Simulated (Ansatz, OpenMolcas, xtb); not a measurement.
## Redistribution: C2H3Br + C2H3F3 → C2H3F + C2H3BrF2

Species: C2H3Br (vinyl bromide) `C=CBr`, singlet; C2H3F3 (1,1,2-trifluoroethane) `FCC(F)F`, singlet; C2H3F `C=CF`, singlet; C2H3BrF2 `FC(F)CBr`, singlet. The partners trade Br for F; both sit on C, so the bond types are kept.

Shapes, held fixed at every level: PBE0-D4/def2-TZVP. Flexible molecules stand in one conformer, not always the lowest. Programs: Ansatz 0.2.0, OpenMolcas 26.06, xtb 6.7.1. A level may come from different programs for different species; with the same settings they agree closely. Electronic energies: no zero-point or thermal term.

```csv
level,kind,ΔE (kJ/mol),less CCSD(T)/def2-TZVPP
GFN1-xTB,semi-empirical,-6.2,+0.7
HF/def2-TZVPP,Hartree–Fock,-3.7,+3.2
PBE-D4/def2-TZVPP,GGA,-10.1,-3.2
B3LYP/6-31G* (spherical functions),global hybrid,-11.4,-4.5
PBE0-D4/def2-TZVPP,global hybrid,-9.6,-2.7
B2PLYP/def2-TZVPP,double hybrid,-6.2,+0.7
MP2/def2-TZVPP,perturbation theory,-6.4,+0.5
CCSD(T)/def2-TZVPP,coupled cluster or CI,-6.9,0.0
```

The highest level, CCSD(T)/def2-TZVPP, gives ΔE = -6.9 kJ/mol; the levels span -11.4 to -3.7. The column of differences is taken from that level and isn't an error. No measured value is set beside it here. Relativity is left out for Br. Outer-core shells of Br are correlated in most correlated rows, in sets that cover them unevenly.

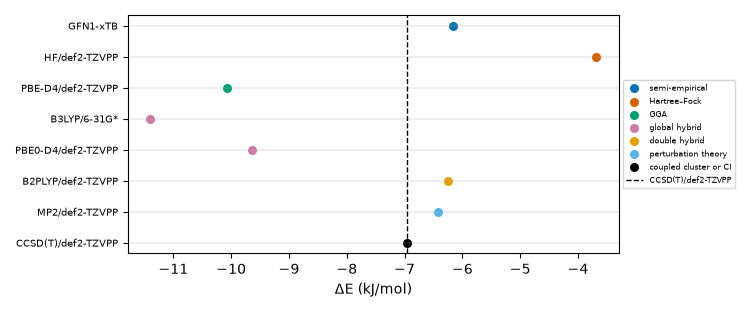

The values of the table, level by level.
